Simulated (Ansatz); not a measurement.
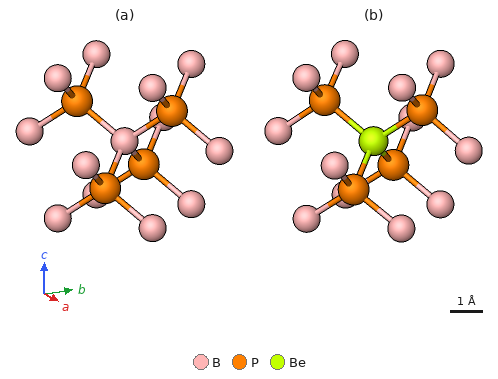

Left: perfect BP. Right: the same region with one point defect, after relaxing the atoms in a supercell of 54 sites. The picture is a ball-and-stick view of the atoms within 3.3 Å of one point, seen slightly off an axis.

Method: DFT, PBE, plane-wave PAW, default files, scalar-relativistic (Ansatz). Set-up: plane-wave cutoff 420 eV; k-point mesh 3 × 3 × 3; occupations fermi dirac; smearing width 0.01 eV; no spin polarisation. A uniform background neutralises the charged cell. The axes drawn are those of the host's conventional cell.

Q: Which defect is it?

A: A boron atom is replaced by beryllium.

The charge state of the cell is −1.

Q: What does the relaxation do around it?

A: In the host the B atom has 4 P at 1.97 Å; the Be atom ends with 4 P at 2.02 Å. Of the host's atoms, a phosphorus atom moves furthest from its site, by 0.06 Å. Relaxing the atoms from the host's sites lowers the energy by 0.17 eV.

Limits of the set-up: the cell is charged, on a uniform background, and energies carry no finite-size correction.
